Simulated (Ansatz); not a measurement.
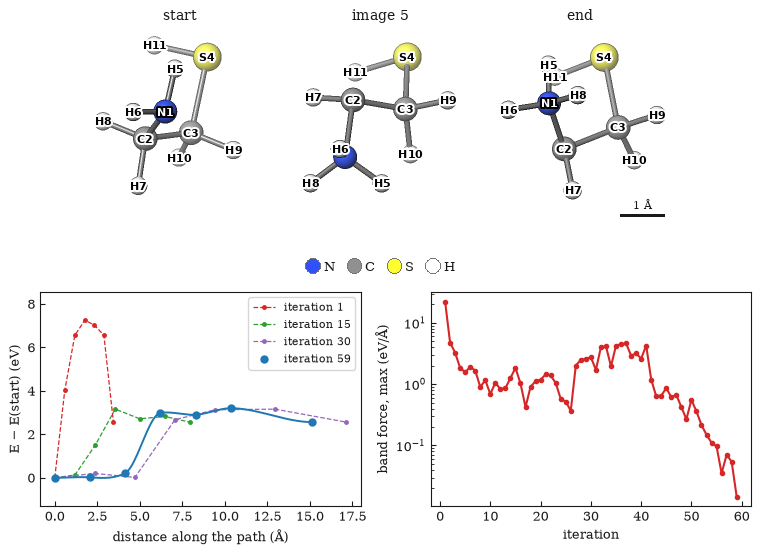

A search for the minimum-energy path of C2H7NS by the nudged elastic band. Images are numbered from 0 (start) to 6 (end). The plot follows the band through its iterations. Style: ball-and-stick. Shown from a free direction.

The calculation used Ansatz, RKS PBE0-D4/def2-SVP. Set-up: 5 movable images; climbing image; force threshold 0.03 eV/Å; iteration limit 60; starting path through a guess of the saddle point.

How did the profile develop, and is the result final?

Answer. The run is converged, with reservations. The band converged in 59 iterations. The largest component of the band force went from 22 to 0.015 eV/Å. The climbing image converged on the top of the path. Its vibrational analysis gives one imaginary mode (332i cm⁻¹), as a transition state must have. The first iteration put the highest image at 7.26 eV. The highest point, image 5, lies 3.20 eV above the start and 0.64 eV above the end; the end is at +2.56 eV relative to the start.
